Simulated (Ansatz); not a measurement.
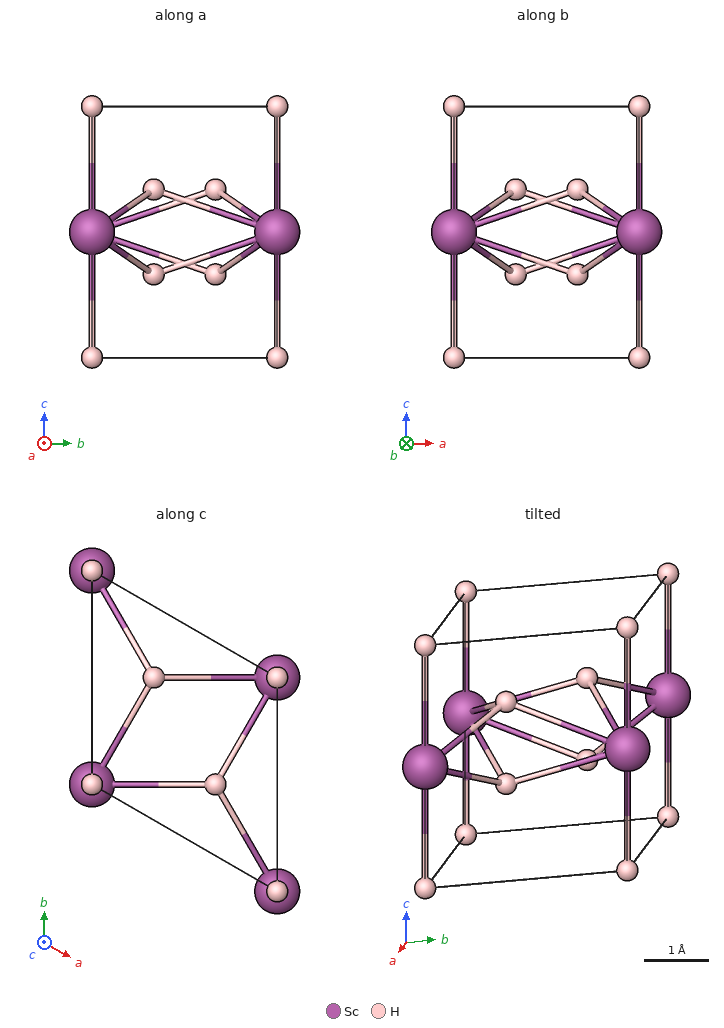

This ball-and-stick model is shown along the a axis, along the b axis, along the c axis and slightly off an axis. The parallelepiped is the conventional unit cell.

Lattice parameters: a = 3.3944 Å, b = 3.3944 Å, c = 3.9875 Å, α = 90.000°, β = 90.000°, γ = 120.000°.

**Give the structure in the form of a CIF with its space group and independent sites, with free fractional coordinates to two decimals.**

```cif
data_structure
_symmetry_space_group_name_H-M 'P 6/m m m'
_symmetry_Int_Tables_number 191
_cell_length_a 3.3944
_cell_length_b 3.3944
_cell_length_c 3.9875
_cell_angle_alpha 90.000
_cell_angle_beta 90.000
_cell_angle_gamma 120.000
_cell_volume 39.79
loop_
_atom_site_label
_atom_site_type_symbol
_atom_site_symmetry_multiplicity
_atom_site_Wyckoff_symbol
_atom_site_fract_x
_atom_site_fract_y
_atom_site_fract_z
_atom_site_occupancy
Sc1 Sc 1 b 0.00 0.00 0.50 1
H1 H 4 h 0.3333 0.6667 0.67 1
H2 H 1 a 0.00 0.00 0.00 1
```

The model was built from a random cell made by a generator, so it need not be a real form of the compound. Earlier steps of the study, as a rule a relaxation of our own, may have changed the cell and positions, so they can lie some per cent off the listed ones. Ansatz was used for an electronic-structure calculation on it.
